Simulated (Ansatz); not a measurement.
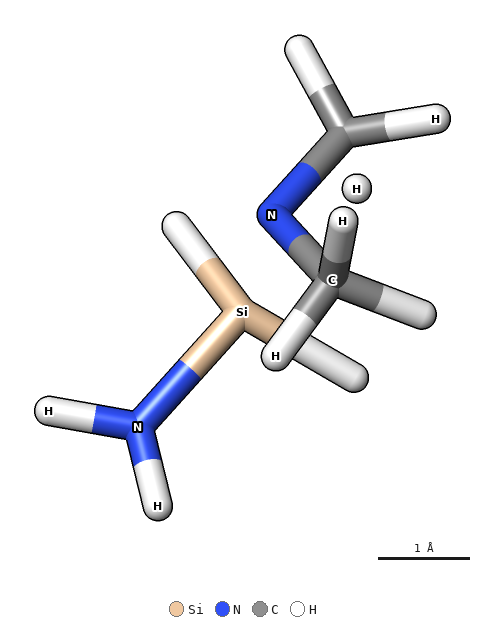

Figure 1. The structure as given in the input (stick view, seen at a tilt).

C₂H₁₀N₂Si: geometry relaxation (part 1 of 2)

System: C₂H₁₀N₂Si.
Method: UKS PBE0/def2-SVP (Ansatz 0.2.0).

The input holds or restrains some coordinates. It belongs to a series of runs on one base structure; here: pulled along the bonds that form and break, towards end A.

**The input**
```yaml
crystal:
  periodic: [false, false, false]
  atoms:
    - { symbol: Si, position_ang: [0.2938, 0.3357, 1.2035] }
    - { symbol: "N", position_ang: [0.3346, -0.0381, -0.8781] }
    - { symbol: C, position_ang: [-0.6879, -0.928, -1.3673] }
    - { symbol: C, position_ang: [0.0963, 1.3286, -1.1179] }
    - { symbol: H, position_ang: [-0.1871, 1.8195, 0.1485] }
    - { symbol: H, position_ang: [-1.1244, 0.4891, 1.4732] }
    - { symbol: H, position_ang: [1.4456, 1.1927, 1.3918] }
    - { symbol: "N", position_ang: [0.7044, -1.0184, 2.1753] }
    - { symbol: H, position_ang: [-0.5544, -1.9044, -0.9033] }
    - { symbol: H, position_ang: [-1.7146, -0.5845, -1.1698] }
    - { symbol: H, position_ang: [-0.5768, -1.0448, -2.4517] }
    - { symbol: H, position_ang: [0.9946, 1.873, -1.3908] }
    - { symbol: H, position_ang: [-0.7505, 1.5757, -1.7554] }
    - { symbol: H, position_ang: [0.0689, -1.7794, 2.3469] }
    - { symbol: H, position_ang: [1.6574, -1.3167, 2.2952] }
magnetization:
  spin_polarized: true
basis:
  gaussian: { orbitals: def2-SVP }
hamiltonian:
  xc: pbe0
relax:
  f_tol: 0.15
  max_steps: 25
  restrain:
    - { distance: [0, 4], at: 2.72, k: 30.0 }
    - { distance: [0, 1], at: 1.82, k: 30.0 }
    - { distance: [3, 4], at: 1.07, k: 30.0 }
output:
  orbitals: {}
```

Machine: 4 threads of Arm Neoverse N1, 16 GiB of memory available, shared host.

Command:
```bash
ansatz run input.yaml --threads 4 --pin off --max-ram 5120MiB --backend cpu --events-out ev --progress --plain --runs-dir out
```

**The program's output**
```
The last accepted step is kept in [file] (removed where the run ends without a failure and the disk answers)
Engine: ansatz 0.2.0, aarch64-unknown-linux-gnu
Functional definition: PBE0
  parameter a = 0.25
  parameter kappa = 0.804
  parameter beta = 0.06672455060314922
  exchange = (1 - a)*pbe_x(kappa = kappa, mu = beta*pi^2/3) + a*exact_x
  correlation = pbe_c(beta = beta)
1377 factors; integrals over basis functions are off by at most 5.2e-4 eV
mean field evaluation 1: about -13066.9458 eV, gradient 4.8e1 eV
mean field evaluation 2: about -13052.9187 eV, gradient 7.1e1 eV
mean field evaluation 4: about -13077.2511 eV, gradient 4.5e0 eV
mean field evaluation 8: about -13077.3613 eV, gradient 5.7e-2 eV
mean field evaluation 16: about -13077.3613 eV, gradient 5.6e-5 eV
mean field -13077.36127834 eV, -480.5841628253 hartree, gradient 5.6e-5 eV, S^2 0.000000; 0 other end points of the search recorded, 0 dependent functions left out
the calculation of the forces begins
reference -13077.36130754 eV, -480.5841638983 hartree; 25, 25 occupied and 99, 99 virtual orbitals, 1377 factors
relax step   1: F+E_penalty+E_count = -13077.36127834 eV  Δ(F+E_penalty+E_count) = +0.000e0 eV  max|allowed force component| = 3.333e0 eV/Å  E_restraint = 13.32650669 eV  max|allowed force component, restraints' pulls added| = 2.597e1 eV/Å  Δτ_max = 0.0000 Å  (30 SCF iters, accepted)
  distance Si 0 - H 4 = 1.8831 Å
  distance Si 0 - N 1 = 2.1153 Å
  distance C 3 - H 4 = 1.3875 Å
these checks for a lower state are left out or cut short: starts, cluster_reference, orbital_swaps, neighbouring_geometries, increment
1377 factors; integrals over basis functions are off by at most 5.8e-4 eV
mean field -13078.39367742 eV, -480.6221027915 hartree, gradient 1.8e-5 eV, S^2 0.000000; 0 other end points of the search recorded, 0 dependent functions left out
[... from here on the field's lines of each further geometry are left out, up to the last ...]
relax step   2: F+E_penalty+E_count = -13078.39367742 eV  Δ(F+E_penalty+E_count) = -1.032e0 eV  max|allowed force component| = 3.919e0 eV/Å  E_restraint = 5.72867021 eV  max|allowed force component, restraints' pulls added| = 1.639e1 eV/Å  Δτ_max = 0.1949 Å  (30 SCF iters, accepted)
relax step   3: F+E_penalty+E_count = -13078.89725994 eV  Δ(F+E_penalty+E_count) = -5.036e-1 eV  max|allowed force component| = 3.972e0 eV/Å  E_restraint = 1.30675549 eV  max|allowed force component, restraints' pulls added| = 6.188e0 eV/Å  Δτ_max = 0.1993 Å  (31 SCF iters, accepted)
relax step   4: F+E_penalty+E_count = -13079.25431605 eV  Δ(F+E_penalty+E_count) = -3.571e-1 eV  max|allowed force component| = 2.172e0 eV/Å  E_restraint = 0.10811939 eV  max|allowed force component, restraints' pulls added| = 1.232e0 eV/Å  Δτ_max = 0.1908 Å  (30 SCF iters, accepted)
relax step   5: F+E_penalty+E_count = -13079.53594564 eV  Δ(F+E_penalty+E_count) = -2.816e-1 eV  max|allowed force component| = 1.268e0 eV/Å  E_restraint = 0.04038248 eV  max|allowed force component, restraints' pulls added| = 6.775e-1 eV/Å  Δτ_max = 0.1999 Å  (29 SCF iters, accepted)
relax step   6: F+E_penalty+E_count = -13079.65703327 eV  Δ(F+E_penalty+E_count) = -1.211e-1 eV  max|allowed force component| = 1.009e0 eV/Å  E_restraint = 0.01874900 eV  max|allowed force component, restraints' pulls added| = 4.120e-1 eV/Å  Δτ_max = 0.1976 Å  (30 SCF iters, accepted)
relax step   7: F+E_penalty+E_count = -13079.69722653 eV  Δ(F+E_penalty+E_count) = -4.019e-2 eV  max|allowed force component| = 9.542e-1 eV/Å  E_restraint = 0.02662585 eV  max|allowed force component, restraints' pulls added| = 2.569e-1 eV/Å  Δτ_max = 0.2000 Å  (28 SCF iters, accepted)
relax step   8: F+E_penalty+E_count = -13079.71302135 eV  Δ(F+E_penalty+E_count) = -1.579e-2 eV  max|allowed force component| = 9.762e-1 eV/Å  E_restraint = 0.03490072 eV  max|allowed force component, restraints' pulls added| = 9.762e-1 eV/Å  Δτ_max = 0.1952 Å  (29 SCF iters, accepted)
relax step   9: F+E_penalty+E_count = -13079.75514922 eV  Δ(F+E_penalty+E_count) = -4.213e-2 eV  max|allowed force component| = 1.089e0 eV/Å  E_restraint = 0.02786582 eV  max|allowed force component, restraints' pulls added| = 4.366e-1 eV/Å  Δτ_max = 0.0630 Å  (28 SCF iters, accepted)
relax step  10: F+E_penalty+E_count = -13079.81128776 eV  Δ(F+E_penalty+E_count) = -5.614e-2 eV  max|allowed force component| = 1.035e0 eV/Å  E_restraint = 0.02999964 eV  max|allowed force component, restraints' pulls added| = 3.374e-1 eV/Å  Δτ_max = 0.1998 Å  (28 SCF iters, accepted)
relax step  11: F+E_penalty+E_count = -13079.83653674 eV  Δ(F+E_penalty+E_count) = -2.525e-2 eV  max|allowed force component| = 9.230e-1 eV/Å  E_restraint = 0.05395519 eV  max|allowed force component, restraints' pulls added| = 1.589e0 eV/Å  Δτ_max = 0.1952 Å  (27 SCF iters, accepted)
relax step  12: F+E_penalty+E_count = -13079.85840276 eV  Δ(F+E_penalty+E_count) = -2.187e-2 eV  max|allowed force component| = 1.262e0 eV/Å  E_restraint = 0.02284551 eV  max|allowed force component, restraints' pulls added| = 2.471e-1 eV/Å  Δτ_max = 0.2000 Å  (28 SCF iters, accepted)
relax step  13: F+E_penalty+E_count = -13079.86159313 eV  Δ(F+E_penalty+E_count) = -3.190e-3 eV  max|allowed force component| = 1.005e0 eV/Å  E_restraint = 0.02292435 eV  max|allowed force component, restraints' pulls added| = 4.322e-1 eV/Å  Δτ_max = 0.2000 Å  (30 SCF iters, accepted)
relax step  14: F+E_penalty+E_count = -13079.86013375 eV  Δ(F+E_penalty+E_count) = +1.459e-3 eV  max|allowed force component| = 1.392e0 eV/Å  E_restraint = 0.02431304 eV  max|allowed force component, restraints' pulls added| = 3.579e-1 eV/Å  Δτ_max = 0.1824 Å  (29 SCF iters, rejected (line search))
relax step  15: F+E_penalty+E_count = -13079.84474999 eV  Δ(F+E_penalty+E_count) = +1.684e-2 eV  max|allowed force component| = 1.320e0 eV/Å  E_restraint = 0.02507535 eV  max|allowed force component, restraints' pulls added| = 1.320e0 eV/Å  Δτ_max = 0.0902 Å  (29 SCF iters, rejected (line search))
the calculation of the forces begins
reference -13079.87737909 eV, -480.6766278224 hartree; 25, 25 occupied and 99, 99 virtual orbitals, 1377 factors
relax step  16: F+E_penalty+E_count = -13079.87734966 eV  Δ(F+E_penalty+E_count) = -1.576e-2 eV  max|allowed force component| = 1.153e0 eV/Å  E_restraint = 0.02600399 eV  max|allowed force component, restraints' pulls added| = 1.146e-1 eV/Å  Δτ_max = 0.0434 Å  (26 SCF iters, accepted)
  distance Si 0 - H 4 = 2.7281 Å
  distance Si 0 - N 1 = 1.7829 Å
  distance C 3 - H 4 = 1.0872 Å
1377 factors; integrals over basis functions are off by at most 5.7e-4 eV
mean field evaluation 128: about -13079.8773 eV, gradient 1.1e-2 eV
```

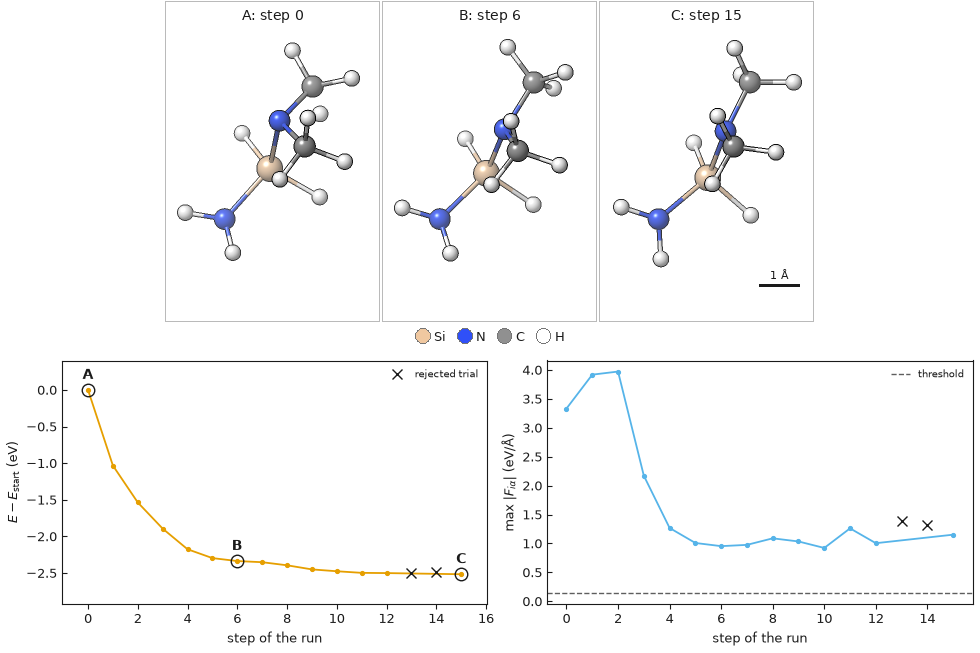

Figure 2. Frames of the restrained relaxation (ball-and-stick view, seen at a tilt) above the curves, on which the letters mark them (the first geometry is step 0 here and step 1 in the log).

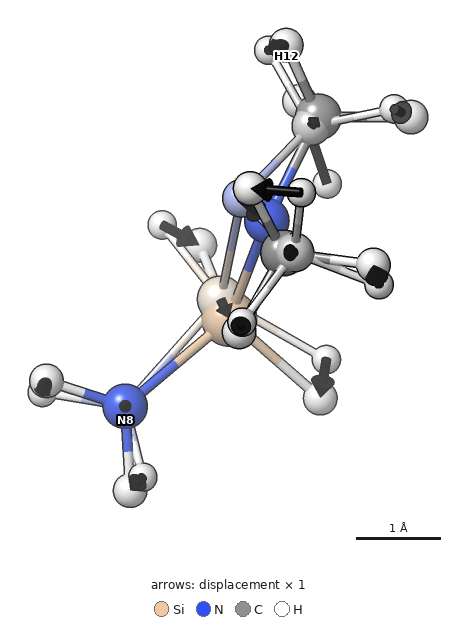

Figure 3. Start (faint) and end (solid) with the displacements as black arrows, at true length (ball-and-stick view, seen at a tilt). The two geometries are laid on each other by the best rigid fit. The largest move after the best rigid fit is that of H5, 1.04 Å. By element the largest moves are H 1.04 Å, N 0.58 Å, Si 0.25 Å, C 0.21 Å. Among the contacts that change: Si1–N2 2.115 → 1.783 Å, C4–H5 1.387 → 1.087 Å, Si1–H6 1.452 → 1.502 Å, N2–C4 1.408 → 1.436 Å. Among the angles that change: Si1–N2–C4 89.6° → 118.5°, H6–Si1–H7 133.7° → 108.6°, H7–Si1–N8 101.7° → 116.2°. After 15 geometry steps the energy has fallen by 2.516 eV. The largest force component goes from 3.3 to 1.2 eV/Å. The line search rejected the trial steps at points 13, 14 (counted from 0) and went back. (Atoms are counted from 1 in the order of the input.)

```
mean field -13079.87734966 eV, -480.6766267407 hartree, gradient 6.3e-5 eV, S^2 0.000000; 1 other end points of the search recorded, 0 dependent functions left out
the calculation of the forces begins
reference -13079.87737909 eV, -480.6766278224 hartree; 25, 25 occupied and 99, 99 virtual orbitals, 1377 factors
Total energy: -13079.87737909 eV, -480.6766278224 hartree
Atom 0 at     0.091145     0.220125     1.311256 Å, force    -0.105007    -0.137190    -1.040156 eV/Å
Atom 1 at     0.012450     0.218658    -0.469952 Å, force     0.046897     0.010275     1.152512 eV/Å
Atom 2 at    -0.533464    -0.880436    -1.217847 Å, force    -0.003464    -0.002168     0.021673 eV/Å
Atom 3 at     0.057297     1.477183    -1.159509 Å, force    -0.188476    -0.319179    -0.284090 eV/Å
Atom 4 at     0.490549     2.222914    -0.497629 Å, force     0.212201     0.458527     0.154771 eV/Å
Atom 5 at    -1.221378     0.389055     2.022614 Å, force     0.008357    -0.001488     0.002996 eV/Å
Atom 6 at     0.952833     1.405977     1.612962 Å, force    -0.005013     0.005888     0.008103 eV/Å
Atom 7 at     0.661252    -1.298604     1.880615 Å, force    -0.067987    -0.112068     0.114641 eV/Å
Atom 8 at    -0.498504    -1.801118    -0.615497 Å, force     0.004205     0.011510     0.006716 eV/Å
Atom 9 at    -1.586100    -0.714387    -1.531604 Å, force     0.003864    -0.002873     0.009107 eV/Å
Atom 10 at     0.051452    -1.062949    -2.140082 Å, force     0.004237    -0.005063     0.000600 eV/Å
Atom 11 at     0.681166     1.422692    -2.072648 Å, force     0.011611    -0.001122    -0.002025 eV/Å
Atom 12 at    -0.943993     1.842963    -1.471815 Å, force     0.010922    -0.002661    -0.003066 eV/Å
Atom 13 at     0.191864    -1.786838     2.636088 Å, force     0.058664     0.081701    -0.103736 eV/Å
Atom 14 at     1.593332    -1.655236     1.713147 Å, force     0.008990     0.015913    -0.038045 eV/Å
Dipole moment:     0.092191    -0.210824     0.068265 e Å
```

**Trajectory as extended XYZ (Å, eV, eV/Å), 15 of the 16 frames kept, from step=1 to step=16**
```
15
Properties=species:S:1:pos:R:3:forces:R:3 step=1 energy=-13077.36128
Si    0.2938    0.3357    1.2035    0.7675  -2.7891  -3.1850
N     0.3346   -0.0381   -0.8781    0.0534   0.1712   3.0242
C    -0.6879   -0.9280   -1.3673    0.4357   0.3920   0.2005
C     0.0963    1.3286   -1.1179   -0.3463   0.3397   3.3334
H    -0.1871    1.8195    0.1485    0.0524   0.5413  -3.2146
H    -1.1244    0.4891    1.4732   -0.6017   0.5493   0.0124
H     1.4456    1.1927    1.3918    0.2869   0.7399   0.0934
N     0.7044   -1.0184    2.1753   -0.0971   0.1228   0.1914
H    -0.5544   -1.9044   -0.9033   -0.0435  -0.4370   0.0719
H    -1.7146   -0.5845   -1.1698   -0.4302   0.0048   0.0357
H    -0.5768   -1.0448   -2.4517   -0.0928  -0.1741  -0.3392
H     0.9946    1.8730   -1.3908    0.3821   0.5574  -0.1153
H    -0.7505    1.5757   -1.7554   -0.4732   0.2616  -0.1865
H     0.0689   -1.7794    2.3469   -0.2691  -0.2211   0.0545
H     1.6574   -1.3167    2.2952    0.3761  -0.0588   0.0231
15
Properties=species:S:1:pos:R:3:forces:R:3 step=2 energy=-13078.39368
Si    0.3280    0.2208    1.1962   -0.3407   0.2364  -3.9189
N     0.3275   -0.0283   -0.8065   -0.2955  -0.2800   2.8239
C    -0.6818   -0.9223   -1.3609    0.4525   0.3960   0.5469
C     0.0865    1.3454   -1.0662   -0.5348   1.8724   1.9599
H    -0.2206    1.9389   -0.0018    0.3310  -0.6548  -2.4362
H    -1.1192    0.4897    1.4712    0.1761   0.4011  -0.0097
H     1.4421    1.1906    1.3914   -0.3116   0.1846  -0.0348
N     0.7105   -1.0388    2.1939    0.3195  -1.0831   0.9663
H    -0.5552   -1.9071   -0.9033   -0.0622  -0.3345   0.0029
H    -1.7171   -0.5854   -1.1699   -0.2509  -0.0356   0.0123
H    -0.5755   -1.0442   -2.4518    0.1185   0.0516  -0.0708
H     0.9940    1.8754   -1.3885    0.0639   0.2053  -0.1952
H    -0.7499    1.5756   -1.7520    0.0749  -0.0951  -0.0067
H     0.0669   -1.7875    2.3501   -0.3385  -0.5576   0.2001
H     1.6635   -1.3227    2.2981    0.5979  -0.3067   0.1598
15
Properties=species:S:1:pos:R:3:forces:R:3 step=3 energy=-13078.89726
Si    0.3553    0.1038    1.1771   -1.2381   3.3758  -3.9724
N     0.3111   -0.0121   -0.7119   -0.7432   0.1345   1.4677
C    -0.6726   -0.9137   -1.3432    0.3779   0.4198   0.6580
C     0.0700    1.3970   -1.0286    0.1645   0.5481  -0.0849
H    -0.2507    2.0503   -0.1643    0.0979  -0.4841  -0.2016
H    -1.1034    0.4973    1.4713    0.6233   0.0181   0.0708
H     1.4226    1.1845    1.3872   -0.6071  -0.4218  -0.1032
N     0.7208   -1.0752    2.2190    0.6028  -1.9144   1.4880
H    -0.5566   -1.9124   -0.9029   -0.0458  -0.1903  -0.0093
H    -1.7193   -0.5874   -1.1695   -0.0649  -0.0827   0.0233
H    -0.5666   -1.0370   -2.4440    0.3246   0.2691   0.2820
H     0.9926    1.8801   -1.3995   -0.0991   0.0178  -0.1758
H    -0.7446    1.5727   -1.7585    0.2281  -0.3144  -0.0935
H     0.0629   -1.8094    2.3609   -0.2995  -0.8332   0.3570
H     1.6785   -1.3385    2.3070    0.6786  -0.5423   0.2940
15
Properties=species:S:1:pos:R:3:forces:R:3 step=4 energy=-13079.25432
Si    0.3383    0.0771    1.1724   -0.6664   2.1716  -1.8347
N     0.2660    0.0331   -0.6405   -0.5900   0.4046   0.4877
C    -0.6664   -0.8923   -1.2963    0.2021   0.3306   0.2378
C     0.0607    1.4508   -1.0549    0.3410  -0.6688  -0.5864
H    -0.2865    2.1749   -0.3043   -0.0636  -0.2118   0.7010
H    -1.0820    0.5042    1.5109    0.2983  -0.0580   0.2473
H     1.3783    1.1591    1.3825   -0.3370  -0.2464   0.0455
N     0.7380   -1.1522    2.2296    0.1569  -0.6311   0.1613
H    -0.5485   -1.9089   -0.8875    0.0388   0.0256   0.0748
H    -1.7285   -0.5963   -1.1591   -0.0372  -0.0905   0.0404
H    -0.5176   -0.9908   -2.3962    0.2344   0.2313   0.3216
H     0.9965    1.8823   -1.4493   -0.0354  -0.0388  -0.1511
H    -0.7259    1.5411   -1.8242    0.2042  -0.2547  -0.1744
H     0.0683   -1.8838    2.3926    0.0651  -0.5118   0.2507
H     1.7092   -1.3983    2.3245    0.1888  -0.4517   0.1786
```
